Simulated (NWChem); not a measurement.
**C5H6 (SMILES C#C/C=C/C): levels of theory compared**

Aim: a comparison of 5 runs (BLYP/cc-pVDZ, M06-L/cc-pVDZ, TPSS/cc-pVDZ, r2SCAN/cc-pVDZ, revPBE/cc-pVDZ) of C5H6. 

The results are computed with NWChem 7.3.0.

**1. The structure to begin with**

C5H6: 11 atoms, total charge 0, spin state singlet. SMILES: `C#C/C=C/C`. The shape is that of a PBE0-D4/def2-TZVP optimisation.

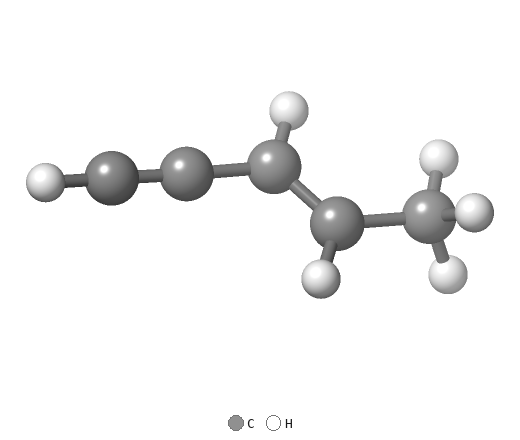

Viewed from a chosen angle; carbon grey, hydrogen white.

**2. Energy and forces at BLYP/cc-pVDZ (run 1)**

Contents of test.nw:

```
start test
title "C5H6 gradient"
memory 2200 mb

geometry noautosym nocenter noautoz
 C    -1.516600    1.700600    2.003600
 C    -0.739100    1.143700    1.272900
 C     0.204200    0.511000    0.426200
 C    -0.092900   -0.483100   -0.413900
 C     0.889700   -1.151100   -1.304600
 H    -2.210500    2.187700    2.646400
 H     1.227200    0.877200    0.483800
 H    -1.121000   -0.834000   -0.456000
 H     1.889700   -0.729500   -1.189400
 H     0.593600   -1.055200   -2.354300
 H     0.941200   -2.224300   -1.094000
end

basis spherical bse
 * library cc-pVDZ
end

dft
 xc becke88 lyp
 grid fine
 convergence energy 1e-08
 iterations 100
 mulliken
 noprint "final vectors analysis"
end

task dft gradient
```

Started as:

```console
nwchem test.nw > test.out
```

The program printed:

```text
[...]
          Wavefunction type:  closed shell.
          No. of atoms     :    11
          No. of electrons :    36
[...]
          Charge           :     0
          Spin multiplicity:     1
[...]
          AO basis - number of functions:   100
[...]
              XC Information
              --------------
                    Becke 1988 Exchange Functional  1.000
              Lee-Yang-Parr Correlation Functional  1.000
[...]
 d= 0,ls=0.0,diis     1   -193.9068070534 -3.33D+02  1.28D-02  4.99D-01     2.5
[...]
 d= 0,ls=0.0,diis    12   -193.9618233936 -4.62D-09  1.61D-07  1.81D-10    23.2
         Total DFT energy =     -193.961823393597
      One electron energy =     -533.987749820502
           Coulomb energy =      230.495837502628
    Exchange-Corr. energy =      -29.215048967893
 Nuclear repulsion energy =      138.745137892171
[...]
  wavefunction    = closed shell
                         DFT ENERGY GRADIENTS
    atom               coordinates                        gradient
                 x          y          z           x          y          z
   1 C      -2.865958   3.213668   3.786255    0.023801  -0.017380  -0.022673
   2 C      -1.396696   2.161280   2.405432   -0.023557   0.015987   0.021309
   3 C       0.385882   0.965650   0.805401   -0.000392  -0.011420  -0.010480
   4 C      -0.175556  -0.912927  -0.782158    0.002353   0.010374   0.008991
   5 C       1.681289  -2.175264  -2.465337    0.000279  -0.000226  -0.000301
   6 H      -4.177239   4.134154   5.000971    0.006778  -0.004688  -0.006216
   7 H       2.319072   1.657668   0.914249   -0.010466  -0.003723  -0.000568
   8 H      -2.118383  -1.576031  -0.861715    0.010048   0.003711   0.000667
   9 H       3.571015  -1.378555  -2.247640   -0.010370  -0.003673  -0.000553
  10 H       1.121741  -1.994039  -4.448982    0.002466  -0.000192   0.011070
  11 H       1.778610  -4.203318  -2.067360   -0.000940   0.011229  -0.001245
[...]
```

Run time: 28 s. Hardware: 1 thread of Intel Xeon 6975P-C (Granite Rapids), shared host; peak memory 0.12 GiB.

**3. Energy and gradient at M06-L/cc-pVDZ (run 2)**

Contents of c5h6.nw:

```
start c5h6
title "C5H6 gradient"
memory 2200 mb
charge 0
geometry noautosym nocenter noautoz
  C     -1.516600     1.700600     2.003600
  C     -0.739100     1.143700     1.272900
  C      0.204200     0.511000     0.426200
  C     -0.092900    -0.483100    -0.413900
  C      0.889700    -1.151100    -1.304600
  H     -2.210500     2.187700     2.646400
  H      1.227200     0.877200     0.483800
  H     -1.121000    -0.834000    -0.456000
  H      1.889700    -0.729500    -1.189400
  H      0.593600    -1.055200    -2.354300
  H      0.941200    -2.224300    -1.094000
end
basis "ao basis" spherical bse
  * library cc-pVDZ
end
dft
  xc m06-l
  grid fine
  convergence energy 1e-08
  maxiter 100
  mulliken
end
task dft gradient
```

Started as:

```console
nwchem c5h6.nw > c5h6.out
```

The program printed:

```text
[...]
          Wavefunction type:  closed shell.
          No. of atoms     :    11
          No. of electrons :    36
[...]
          Charge           :     0
          Spin multiplicity:     1
[...]
          AO basis - number of functions:   100
[...]
              XC Information
              --------------
                        M06-L Method XC Functional
                         M06-L Exchange Functional  1.000
                       M06-L Correlation Potential  1.000
[...]
 d= 0,ls=0.0,diis     1   -193.9973781073 -3.33D+02  7.16D-03  3.11D-01     2.7
[...]
 d= 0,ls=0.0,diis    13   -194.0368711588 -2.28D-10  1.58D-07  4.32D-11    29.9
         Total DFT energy =     -194.036871158833
      One electron energy =     -533.922886102444
           Coulomb energy =      230.448164689025
    Exchange-Corr. energy =      -29.307287637585
 Nuclear repulsion energy =      138.745137892171
[...]
  wavefunction    = closed shell
                         DFT ENERGY GRADIENTS
    atom               coordinates                        gradient
                 x          y          z           x          y          z
   1 C      -2.865958   3.213668   3.786255    0.016339  -0.011889  -0.015524
   2 C      -1.396696   2.161280   2.405432   -0.019222   0.012887   0.017240
   3 C       0.385882   0.965650   0.805401    0.003216  -0.007112  -0.007479
   4 C      -0.175556  -0.912927  -0.782158   -0.003409   0.007572   0.007984
   5 C       1.681289  -2.175264  -2.465337    0.004185  -0.002568  -0.003551
   6 H      -4.177239   4.134154   5.000971    0.003196  -0.002130  -0.002858
   7 H       2.319072   1.657668   0.914249   -0.005434  -0.001952  -0.000313
   8 H      -2.118383  -1.576031  -0.861715    0.005367   0.001987   0.000359
   9 H       3.571015  -1.378555  -2.247640   -0.004098  -0.001221  -0.000009
  10 H       1.121741  -1.994039  -4.448982    0.000476   0.000391   0.004041
  11 H       1.778610  -4.203318  -2.067360   -0.000617   0.004035   0.000110
[...]
```

Run time: 36 s. Hardware: 1 thread of Intel Xeon 6975P-C (Granite Rapids), shared host; peak memory 0.12 GiB.

**4. Energy and forces at TPSS/cc-pVDZ (run 3)**

Contents of a.xyz:

```xyz
11
C5H6 gradient
C     -1.516600     1.700600     2.003600
C     -0.739100     1.143700     1.272900
C      0.204200     0.511000     0.426200
C     -0.092900    -0.483100    -0.413900
C      0.889700    -1.151100    -1.304600
H     -2.210500     2.187700     2.646400
H      1.227200     0.877200     0.483800
H     -1.121000    -0.834000    -0.456000
H      1.889700    -0.729500    -1.189400
H      0.593600    -1.055200    -2.354300
H      0.941200    -2.224300    -1.094000
```

Contents of run.py:

```python
from ase.io import read
from ase.calculators.nwchem import NWChem

mol = read('a.xyz')

calc = NWChem(
    label='a',
    theory='dft',
    memory='2200 mb',
    basis='cc-pVDZ',
    basispar='spherical bse',
    dft={'xc': 'xtpss03 ctpss03', 'mult': '1', 'grid': 'fine', 'convergence': 'energy 1e-08', 'iterations': '100', 'mulliken': None},
)
mol.calc = calc

forces = mol.get_forces()
print("Total energy (eV):", round(mol.get_potential_energy(), 6))
print("forces (eV/A):")
for s, f in zip(mol.symbols, forces):
    print(f"{s:2s} {f[0]:10.5f} {f[1]:10.5f} {f[2]:10.5f}")
print("dipole (e A):", mol.get_dipole_moment().round(4))
```

Started as:

```console
export ASE_NWCHEM_COMMAND="nwchem PREFIX.nwi > PREFIX.nwo"
python run.py
```

The program printed:

```text
Total energy (eV): -5281.742308
forces (eV/A):
C    -1.08233    0.78809    1.02896
C     1.08321   -0.74397   -0.98797
C     0.07590    0.51998    0.46115
C    -0.16239   -0.48249   -0.40377
C     0.01959   -0.00596   -0.01023
H    -0.25804    0.17746    0.23577
H     0.38582    0.14429    0.02746
H    -0.37168   -0.14470   -0.03147
H     0.38942    0.15092    0.03296
H    -0.10629    0.02119   -0.41688
H     0.02684   -0.42475    0.06402
dipole (e A): [ 0.0754 -0.1359 -0.147 ]
```

The calculator wrote a.nwi:

```
title "a"

permanent_dir a

scratch_dir a

start a

geometry units angstrom nocenter noautosym noautoz
  C  -1.5165999999999999e+00 1.7005999999999999e+00 2.0036000000000000e+00
  C  -7.3909999999999998e-01 1.1436999999999999e+00 1.2728999999999999e+00
  C  2.0419999999999999e-01 5.1100000000000001e-01 4.2620000000000002e-01
  C  -9.2899999999999996e-02 -4.8309999999999997e-01 -4.1389999999999999e-01
  C  8.8970000000000005e-01 -1.1511000000000000e+00 -1.3046000000000000e+00
  H  -2.2105000000000001e+00 2.1877000000000000e+00 2.6463999999999999e+00
  H  1.2272000000000001e+00 8.7719999999999998e-01 4.8380000000000001e-01
  H  -1.1210000000000000e+00 -8.3399999999999996e-01 -4.5600000000000002e-01
  H  1.8896999999999999e+00 -7.2950000000000004e-01 -1.1894000000000000e+00
  H  5.9360000000000002e-01 -1.0551999999999999e+00 -2.3542999999999998e+00
  H  9.4120000000000004e-01 -2.2242999999999999e+00 -1.0940000000000001e+00
end

memory 2200 mb

basis spherical bse noprint
   * library cc-pVDZ
end

dft
  xc xtpss03 ctpss03
  mult 1
  grid fine
  convergence energy 1e-08
  iterations 100
  mulliken
end

task dft gradient
```

a.nwo:

```text
Northwest Computational Chemistry Package (NWChem) 7.3.0
             --------------------------------------------------------

           Job information
           ---------------

    nwchem branch   = 7.3.0
    use scalapack   = T
    input           = a.nwi
    prefix          = a.
    data base       = a/a.db
    status          = startup
    nproc           =        1

           Memory information
           ------------------

    heap     =     72089600 doubles =      550.0 Mbytes
    stack    =     72089597 doubles =      550.0 Mbytes
    global   =    144179200 doubles =     1100.0 Mbytes (distinct from heap & stack)
    total    =    288358397 doubles =     2200.0 Mbytes
    verify   = yes
    hardfail = no

[... 105 lines left out ...]
  convergence criterion.
[... 35 lines left out ...]
          Spatial weights used:  Erf1
[... 101 lines left out ...]
         Total DFT energy =     -194.100451323255
[... 3 lines left out ...]
 Nuclear repulsion energy =      138.745137892171
[... 768 lines left out ...]
          Convergence on gradient requested:  5.00D-04
[... 22 lines left out ...]
          total energy or number of iterations.
[... 26 lines left out ...]
                         DFT ENERGY GRADIENTS

    atom               coordinates                        gradient
                 x          y          z           x          y          z
   1 C      -2.865958   3.213668   3.786255    0.021048  -0.015326  -0.020010
   2 C      -1.396696   2.161280   2.405432   -0.021065   0.014468   0.019213
   3 C       0.385882   0.965650   0.805401   -0.001476  -0.010112  -0.008968
[... 7 lines of this table left out ...]
  11 H       1.778610  -4.203318  -2.067360   -0.000522   0.008260  -0.001245

                 ----------------------------------------
                 |  Time  |  1-e(secs)   |  2-e(secs)   |
                 ----------------------------------------
                 |  CPU   |       0.01   |       2.26   |
                 ----------------------------------------
                 |  WALL  |       0.01   |       2.26   |
                 ----------------------------------------

 Task  times  cpu:       32.7s     wall:       32.7s
 Total times  cpu:       32.7s     wall:       32.7s
```

Run time: 34 s. Hardware: 1 thread of Intel Xeon 6975P-C (Granite Rapids), shared host; peak memory 0.12 GiB.

Run 4 isn't shown in full; the table further down has it.

**5. Energy and gradient at revPBE/cc-pVDZ (run 5)**

Contents of struct.nw:

```
start struct
title "C5H6 gradient"
memory stack 880 mb heap 220 mb global 1100 mb

geometry noautosym nocenter noautoz
 C       -1.516600       1.700600       2.003600
 C       -0.739100       1.143700       1.272900
 C        0.204200       0.511000       0.426200
 C       -0.092900      -0.483100      -0.413900
 C        0.889700      -1.151100      -1.304600
 H       -2.210500       2.187700       2.646400
 H        1.227200       0.877200       0.483800
 H       -1.121000      -0.834000      -0.456000
 H        1.889700      -0.729500      -1.189400
 H        0.593600      -1.055200      -2.354300
 H        0.941200      -2.224300      -1.094000
end

basis spherical bse
 * library cc-pVDZ
end

dft
 xc revpbe cpbe96
 grid fine
 convergence energy 1e-08
 iterations 100
 mulliken
end

task dft gradient
```

Started as:

```console
nwchem struct.nw > struct.out
```

The program printed:

```text
[...]
          Wavefunction type:  closed shell.
          No. of atoms     :    11
          No. of electrons :    36
[...]
          Charge           :     0
          Spin multiplicity:     1
[...]
          AO basis - number of functions:   100
[...]
              XC Information
              --------------
                        RevPBE Exchange Functional  1.000
            Perdew 1991 LDA Correlation Functional  1.000 local
           PerdewBurkeErnz. Correlation Functional  1.000 non-local
[...]
 d= 0,ls=0.0,diis     1   -193.9616441252 -3.33D+02  9.64D-03  4.23D-01     2.3
[...]
 d= 0,ls=0.0,diis    12   -194.0088960582 -4.18D-09  1.90D-07  2.82D-10    23.2
         Total DFT energy =     -194.008896058177
      One electron energy =     -533.964321817127
           Coulomb energy =      230.468950770157
    Exchange-Corr. energy =      -29.258662903379
 Nuclear repulsion energy =      138.745137892171
[...]
  wavefunction    = closed shell
                         DFT ENERGY GRADIENTS
    atom               coordinates                        gradient
                 x          y          z           x          y          z
   1 C      -2.865958   3.213668   3.786255    0.026618  -0.019341  -0.025268
   2 C      -1.396696   2.161280   2.405432   -0.027370   0.018629   0.024809
   3 C       0.385882   0.965650   0.805401   -0.000251  -0.012452  -0.011476
   4 C      -0.175556  -0.912927  -0.782158    0.001341   0.012181   0.010946
   5 C       1.681289  -2.175264  -2.465337    0.001052  -0.000870  -0.001112
   6 H      -4.177239   4.134154   5.000971    0.007524  -0.005229  -0.006924
   7 H       2.319072   1.657668   0.914249   -0.010873  -0.004025  -0.000736
   8 H      -2.118383  -1.576031  -0.861715    0.010626   0.003907   0.000690
   9 H       3.571015  -1.378555  -2.247640   -0.010436  -0.003678  -0.000540
  10 H       1.121741  -1.994039  -4.448982    0.002598  -0.000306   0.011000
  11 H       1.778610  -4.203318  -2.067360   -0.000829   0.011185  -0.001390
[...]
```

Run time: 28 s. Hardware: 1 thread of Intel Xeon 6975P-C (Granite Rapids), shared host; peak memory 0.12 GiB.

**6. The series**

```
run           level  energy (Eh)  dipole moment (D)  largest force (eV/Å)  wall time
  1    BLYP/cc-pVDZ  -193.961823               1.03                 1.912       28 s
  2   M06-L/cc-pVDZ  -194.036871               1.16                 1.484       36 s
  3    TPSS/cc-pVDZ  -194.100451               1.03                 1.689       34 s
  4  r2SCAN/cc-pVDZ  -193.938799               1.13                 1.564       31 s
  5  revPBE/cc-pVDZ  -194.008896               1.07                 2.133       28 s
```

**7. Results**

```
                       quantity          value
            run 5: total energy  -194.00890 Eh
           run 5: dipole moment         1.07 D
             run 5: HOMO energy       -5.55 eV
             run 5: LUMO energy       -1.31 eV
           run 5: HOMO–LUMO gap        4.24 eV
run 5: largest force on an atom     2.133 eV/Å
```

In words: The dipole moment (its size) runs from 1.03 D (TPSS/cc-pVDZ) to 1.16 D (M06-L/cc-pVDZ). Over runs 2, 3, 4, 5 the HOMO–LUMO gap runs from 4.24 eV (revPBE/cc-pVDZ) to 4.58 eV (M06-L/cc-pVDZ). Totals of different functionals can't be ranked against each other. All runs together took 2.6 min, the longest 36 s.
